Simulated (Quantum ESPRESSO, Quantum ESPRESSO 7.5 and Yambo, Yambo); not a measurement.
## SrCl2 (Fm-3m): G0W0 with and without spin-orbit coupling

Is the spin-orbit change of the gap of SrCl2 (Fm-3m) the same in DFT and in GW?

Program: Quantum ESPRESSO 7.5 and Yambo 5.3.0. Level of theory: PBE and many-body steps on it, plane waves. Results are calculated unless marked as measured.

**1. The structure**

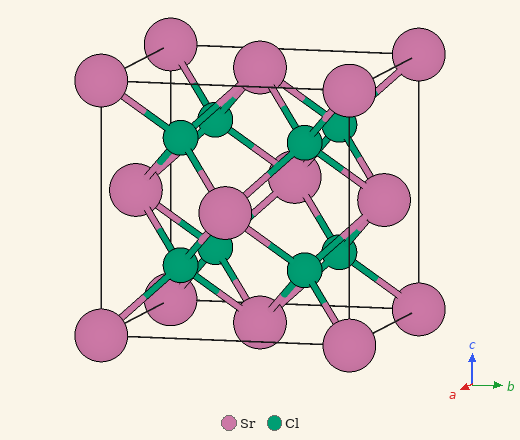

The starting structure, seen slightly off an axis (strontium pink, chlorine teal). This picture shows the conventional cell, with its axes. Some periodic images of atoms are drawn too.

The cell and positions come from the Crystallography Open Database and are kept as given unless a step says otherwise.

**2. Empty states on the mesh, 4×4×4 mesh, 79 bands**

This step: Quantum ESPRESSO 7.5; DFT, PBE, plane waves, norm-conserving pseudopotentials.

The sums over transitions need many empty states on a uniform mesh; this step solves for them.

The input, pw.in:

```
&control
  calculation = 'nscf'
  prefix = 'x'
  outdir = 'o'
  pseudo_dir = 'pseudo'
/
&system
  ibrav = 0
  nat = 3
  ntyp = 2
  ecutwfc = 56.0
  nbnd = 79
  force_symmorphic = .true.
/
&electrons
  conv_thr = 1e-9
  electron_maxstep = 80
  diago_full_acc = .true.
  diago_thr_init = 5e-6
/
ATOMIC_SPECIES
  Sr 87.62 Sr.upf
  Cl 35.45 Cl.upf
CELL_PARAMETERS angstrom
  -0.0000000000 3.4883500000 3.4883500000
  3.4883500000 -0.0000000000 3.4883500000
  3.4883500000 3.4883500000 -0.0000000000
ATOMIC_POSITIONS crystal
  Sr 0.0000000000 0.0000000000 0.0000000000
  Cl 0.2500000000 0.2500000000 0.2500000000
  Cl 0.7500000000 0.7500000000 0.7500000000
K_POINTS automatic
  4 4 4 0 0 0
```

Launch:

```
OMP_NUM_THREADS=1 mpirun -n 4 pw.x -nk 4 -in pw.in > pw.out
```

The program printed:

```text
Program PWSCF v.7.5 starts

     This program is part of the open-source Quantum ESPRESSO suite
     for quantum simulation of materials; please cite
         "P. Giannozzi et al., J. Phys.:Condens. Matter 21 395502 (2009);
         "P. Giannozzi et al., J. Phys.:Condens. Matter 29 465901 (2017);
         "P. Giannozzi et al., J. Chem. Phys. 152 154105 (2020);
     in publications or presentations arising from this work. More details at

     Atomic positions and unit cell read from directory:
     o/x.save/

     Message from routine setup:
[...]
36.7097  37.1754  38.0682  38.0682  38.7566  40.0198  40.0198  40.2168
    41.0927  41.2539  41.2539  41.4262  41.4262  43.6286  44.1796  45.7057
    46.6364  46.6364  47.1226  47.6983  47.6983  48.0526  48.0527

          k = 0.3536 0.0000 0.0000 (  4064 PWs)   bands (ev):

     [... further k-points ...]

     highest occupied, lowest unoccupied level (ev):     3.1445    8.4874

     XML data file, pseudopotentials, collected wavefunctions

=------------------------------------------------------------------------------=
   JOB DONE.
=------------------------------------------------------------------------------=
```

The job ended after 5.6 s (4 MPI ranks of Arm Neoverse V2, shared host; peak memory 0.32 GiB).

This step gave:

```
gap                                                           : 5.343 eV
k of the valence top                                          : 0, -0.5, -0.5
k of the conduction bottom                                    : 0, 0, 0
least direct gap                                              : 5.512 eV
k points computed                                             : 8
lowest point of the top converged band, above the valence top : 43.90 eV
```

On this mesh the gap is 5.343 eV.

The density comes from a self-consistent run that is not shown.

**3. Conversion and set-up**

This step: Yambo 5.3.0; conversion and set-up on PBE, plane waves, norm-conserving pseudopotentials.

The states are converted to the many-body program's format and the q mesh is built.

Launch:

```
(cd o/x.save; p2y > p2y.log; mv SAVE ../..); yambo > setup.log
```

The program printed:

```text
 Yambo, version 5.3.0

 [02] CORE Variables Setup
 =========================

  [02.01] Unit cells
  ==================

  Cell kind             :  FCC
  Atoms in the cell     :  Sr  Cl
  number of Sr atoms    :  1
  number of Cl atoms    :  2

  List of atomic masses
  Mass of Sr    :  87.62000
  Mass of Cl    :  35.45000

  List of atomic coordinates    : [cc]
  Sr1       :  0.000000  0.000000  0.000000  order 1
  Cl1       :  3.296013  3.296013  3.296013  order 2
  Cl2       :  9.888039  9.888039  9.888039  order 3

[...]
==========================================

 IBZ Q-points                                      :   8
 BZ  Q-points                                      :   64

 K/Q-points units:
 rlu = crystal or reduced units; cc = cartesian coordinates; iku = interal k-units

 Q [1]          [rlu]:  0.000000  0.000000  0.000000
 Q [2]          [rlu]: -0.24672E-16 -0.24672E-16  0.25000
 Q [3]          [rlu]:  0.49343E-16  0.49343E-16 -0.50000
[...]
Q [7]          [rlu]:  0.10960E-16 -0.50000     -0.50000
 Q [8]          [rlu]:  0.250000 -0.500000 -0.250000

  [03.01] X indexes
  =================

   [03.01.01] Sigma indexes
   ========================

 [06] Game Over & Game summary
```

Elapsed: 2.3 s, on 1 MPI rank; peak memory 0.25 GiB.

**4. Scalar-relativistic**

Now the one-shot GW correction: screening in the RPA, then the self-energy of the levels asked for.

This step: G0W0 on PBE, plane waves, norm-conserving pseudopotentials.

The input, gw1.in:

```
HF_and_locXC
gw0
dyson
ppa
em1d
rim_cut
RandQpts= 1000000
RandGvec= 1 RL
EXXRLvcs= 56 Ry
VXCRLvcs= 224 Ry
Chimod= "HARTREE"
% BndsRnXp
 1 | 79 |
%
NGsBlkXp= 6.5 Ry
% LongDrXp
 1 | 1 | 1 |
%
% GbndRnge
 1 | 79 |
%
DysSolver= "n"
ExtendOut
PPAPntXp= 27.21138 eV
% QPkrange
 7 | 7 | 11 | 14 |
 1 | 1 | 11 | 14 |
%
```

Launch:

```
OMP_NUM_THREADS=1 mpirun -n 4 yambo -F gw1.in -J gw1 -C gw1 > gw1.log
```

The program printed:

```text
 Yambo, version 5.3.0

 [02] CORE Variables Setup
 =========================

  [... cell, symmetries and grids as in the set-up ...]

  [02.05] Energies & Occupations
  ==============================

  [X] === General ===
  [X] Electronic Temperature                        :  0.000000  0.000000 [eV K]
  [X] Bosonic    Temperature                        :  0.000000  0.000000 [eV K]
  [X] Finite Temperature mode                       : no
  [X] El. density                                   :  0.28270E+24 [cm-3]
  [X] Fermi Level                                   :  3.144460 [eV]

  [X] === Gaps and Widths ===
  [X] Conduction Band Min                           :  5.342898 [eV]
  [X] Valence Band Max                              :  0.000000 [eV]
  [X] Filled Bands                                  :  12
  [X] Empty Bands                                   :   13   79
  [X] Direct Gap                                    :  5.511898 [eV]
  [X] Direct Gap localized at k                     :   7
  [X] Indirect Gap                                  :  5.342898 [eV]
  [X] Indirect Gap between kpts                     :   7   1
  [X] Last valence band width                       :  1.042953 [eV]
  [X] 1st conduction band width                     :  1.387901 [eV]

 [03] Transferred momenta grid and indexing
 ==========================================

 IBZ Q-points                                      :   8
 BZ  Q-points                                      :   64

 K/Q-points units:
 rlu = crystal or reduced units; cc = cartesian coordinates; iku = interal k-units

 Q [1]          [rlu]:  0.000000  0.000000  0.000000
 Q [2]          [rlu]: -0.24672E-16 -0.24672E-16  0.25000
 Q [3]          [rlu]:  0.49343E-16  0.49343E-16 -0.50000
 Q [4]          [rlu]: -0.54799E-17  0.25000      0.25000
 Q [5]          [rlu]: -0.17850E-16  0.25000      0.50000
 Q [6]          [rlu]:  0.10758E-15  0.25000     -0.25000
 Q [7]          [rlu]:  0.10960E-16 -0.50000     -0.50000
 Q [8]          [rlu]:  0.250000 -0.500000 -0.250000

 [04] Coloumb potential Random Integration (RIM)
 ===============================================

  [04.01] RIM initialization
  ==========================

  * Diagonal components only detected *

  8 x (sBL volume)        :  0.054121 [a.u.]
  sBZ random points       :  1000000
  Points outside the sBZ  :   7996195
  RL volume               :  0.432965 [a.u.]
  Integrated volume       :  0.433171 [a.u.]

  [04.02] RIM integrals
  =====================

  Gamma point sphere radius             :  0.068613 [a.u.]
  Points outside the sphere             :   799659
  [Int_sBZ(q=0) 1/q^2]*(Vol_sBZ)^(-1/3) =:  7.764404
                                 should be <:  7.795600

  Summary of Coulomb integrals for non-metallic bands |Q|[au] RIM/Bare

  Q [1] 0.100000E-4 0.995998 * Q [2] 0.206363 1.065167
  Q [4] 0.238287 1.065194 * Q [6] 0.336989 1.026099
  Q [5] 0.395155 1.019892 * Q [3] 0.412726 1.016551
  Q [7] 0.476575 1.013307 * Q [8] 0.532827 1.010383

 [05] Dipoles
 ============

  [05.01] Setup: observables and procedures
  =========================================

  [WARNING] [x,Vnl] slows the Dipoles computation. To neglect it rename the ns.kb_pp file

 [06] Dynamic Dielectric Matrix (PPA)
 ====================================

 [WR./gw1//ndb.pp]---------------------------------------------------------------
  Brillouin Zone Q/K grids (IBZ/BZ)                :    8   64    8   64
  RL vectors                                       :   4957 [WF]
  Coulomb cutoff potential                         : none
  Electronic Temperature                           :  0.000000 [K]
  Bosonic    Temperature                           :  0.000000 [K]
  PPA    diel. fun.  energies                      : Perdew, Burke & Ernzerhof(X)+Perdew, Burke & Ernzerhof(C)
  wavefunctions                                    : Perdew, Burke & Ernzerhof(X)+Perdew, Burke & Ernzerhof(C)
  Global Gauge                                     : length
  X matrix size                                    :  169
  X band range                                     :    1   79
  X e/h energy range                               : -1.000000 -1.000000 [eV]
  X Time ordering                                  : R
  X Hxc Kernel                                     : HARTREE
  X Drude frequency                                :  0.000000  0.000000
  X poles                                          :  100.0000 [o/o]
  RL vectors in the sum                            :   4957
  [r,Vnl] included                                 : yes
  Field direction                                  :  0.577350E-5  0.577350E-5  0.577350E-5
  BZ energy Double Grid                            : no
  BZ energy DbGd points                            : 0
  BZ Q point size factor                           : -1.000000
  X Optical Averaged directions                    : none

 [07] Local Exchange-Correlation + Non-Local Fock
 ================================================

 [VXC] Plane waves :   32455
 [EXS] Plane waves :   4111

 QP @ state[ 1 ] K range:  1  1
 QP @ state[ 1 ] b range:  11  14
 QP @ state[ 2 ] K range:   7   7
 QP @ state[ 2 ] b range:  11  14

 [xc] Functional : Perdew, Burke & Ernzerhof(X)+Perdew, Burke & Ernzerhof(C)
 [xc] LIBXC used to calculate xc functional
  PP Number of Atomic Species                      :  2
  NLCC RL compoments                               :   32455
  PP Number of Atomic Species                      :  2
  NLCC RL compoments                               :   32455

 [xc] E_xc :  -10.28969 [Ha]
      E_xc :  -20.57939 [Ry]

  Local XC kind (lXC) : Perdew, Burke & Ernzerhof(X)+Perdew, Burke & Ernzerhof(C)
  Non-Local XC kind (nlXC) : Hartree-Fock

  Corrections @ K [1] :  [eV]
 <11|nlXC|11> = -18.76882  0.14785E-16 <11|lXC|11> = -14.46865 -0.56645E-15
 <12|nlXC|12> = -18.76880  0.48786E-17 <12|lXC|12> = -14.46865  0.18882E-15
 <13|nlXC|13> = -3.816029 -0.12528E-17 <13|lXC|13> = -7.728227  0.47204E-16
 <14|nlXC|14> = -4.806735 -0.53415E-18 <14|lXC|14> = -9.737016  0.37763E-15

  Corrections @ K [7] :  [eV]
 <11|nlXC|11> = -18.64190 -0.80243E-17 <11|lXC|11> = -14.38680 -0.94409E-16
 <12|nlXC|12> = -18.99105 -0.81551E-17 <12|lXC|12> = -14.80086  0.94408E-16
 <13|nlXC|13> = -4.159284 -0.48549E-18 <13|lXC|13> = -8.460180  0.16522E-15
 <14|nlXC|14> = -5.680430  0.81368E-18 <14|lXC|14> = -11.00883 -0.94411E-16

 [08] Dyson equation: Newton solver
 ==================================

  [08.01] G0W0 (W PPA)
  ====================

  [  GW  ] Bands range     :    1   79
  [GW/PPA] G damping       :  0.100000 [eV]

  QP @ state[ 1 ] K range:  1  1
  QP @ state[ 1 ] b range:  11  14
  QP @ state[ 2 ] K range:   7   7
  QP @ state[ 2 ] b range:  11  14

   Sc/G bands                                       :    1   79
   Sc/G damping                                     :  0.100000 ev
   Sc bands terminator                              : no
   Sx RL components                                 :   4111

   QP @ state[ 1 ] K range                          :  1  1
   QP @ state[ 1 ] b range                          :  11  14
   QP @ state[ 2 ] K range                          :   7   7
   QP @ state[ 2 ] b range                          :  11  14
   GF energies kind                                 : Perdew, Burke & Ernzerhof(X)+Perdew, Burke & Ernzerhof(C)
   GF WF`s kind                                     : Perdew, Burke & Ernzerhof(X)+Perdew, Burke & Ernzerhof(C)
   Xs energies kind                                 : Perdew, Burke & Ernzerhof(X)+Perdew, Burke & Ernzerhof(C)
   Xs WF`s kind                                     : Perdew, Burke & Ernzerhof(X)+Perdew, Burke & Ernzerhof(C)

 [11] Game Over & Game summary
```

It took 34 s on 4 MPI ranks; peak memory 1.5 GiB.

Numbers from this step:

* G0W0 gap on the points computed: 7.442 eV
* starting gap on the mesh: 5.343 eV
* k of the valence top: 0, -0.5, -0.5
* k of the conduction bottom: 0, 0, 0
* least direct G0W0 gap on the computed points: 7.840 eV
* Z at the valence top: 0.8164
* Z at the conduction bottom: 0.8665

The gap on the mesh goes from 5.34 eV to 7.44 eV, a correction of +2.10 eV.

**5. Empty states on the mesh, 4×4×4 mesh, 158 bands**

This step: Quantum ESPRESSO 7.5; DFT, PBE with spin-orbit coupling, plane waves, norm-conserving pseudopotentials.

pw.in: that of step 2 with these lines changed.

```diff
@@ -11,4 +11,6 @@
   ecutwfc = 56.0
-  nbnd = 79
+  nbnd = 158
   force_symmorphic = .true.
+  noncolin = .true.
+  lspinorb = .true.
 /
```

Launch:

```
OMP_NUM_THREADS=1 mpirun -n 4 pw.x -nk 4 -in pw.in > pw.out
```

The program printed:

```text
[banner, memory and clock lines left out]
Program PWSCF v.7.5 starts

     Atomic positions and unit cell read from directory:
     o/x.save/

     Message from routine setup:
     using ibrav=0 with symmetry is DISCOURAGED, use correct ibrav instead

     G-vector sticks info

     bravais-lattice index     =            0
     lattice parameter (alat)  =       9.3225  a.u.
     unit-cell volume          =     572.9105 (a.u.)^3
     number of atoms/cell      =            3
     number of atomic types    =            2
     number of electrons       =        24.00
[...]
[... 8 further rows ...]
[...]
47.1175  47.1175  47.1688  47.1688  48.4000  48.4002

          k =-0.3536-0.3536 0.3536 (  4044 PWs)   bands (ev):

[...]
24.8535  24.8535  24.9499  24.9499  25.3910  25.3910  27.9045  27.9045
     [... 8 further rows ...]
    46.6304  46.6304  46.6419  46.6419  47.1232  47.1232  47.6944  47.6944
    47.7043  47.7043  48.0504  48.0504  48.0565  48.0565

          k = 0.3536 0.0000 0.0000 (  4064 PWs)   bands (ev):

     [... further k-points ...]

     highest occupied, lowest unoccupied level (ev):     3.1479    8.4902

     XML data file, pseudopotentials, collected wavefunctions
```

Elapsed: 28 s, on 4 MPI ranks; peak memory 0.67 GiB; 1.9 min of CPU time.

Numbers from this step:

```
gap                                                           : 5.342 eV
k of the valence top                                          : 0, -0.5, -0.5
k of the conduction bottom                                    : 0, 0, 0
least direct gap                                              : 5.510 eV
k points computed                                             : 8
lowest point of the top converged band, above the valence top : 43.90 eV
```

On this mesh the gap is 5.342 eV.

The density comes from a self-consistent run that is not shown, made with spin-orbit coupling and fully relativistic files.

(Part 1 of 2 ends here.)

[Paths, hosts, dates, memory and timing lines, banners, echoed tables and standing remarks are left out of the program output.]

[Logs are printed without paths, hosts, clocks, repeated set-up lines and the standing remarks that a program may print on its own settings, such as how far it seeks lower states.]

[Runs of the session that timed out or met a known fault of the program may be left out.]

[Hosts, paths, dates, database ids (printed as entryN), source tags and the programs' standing remarks are cut or masked in the printed files.]
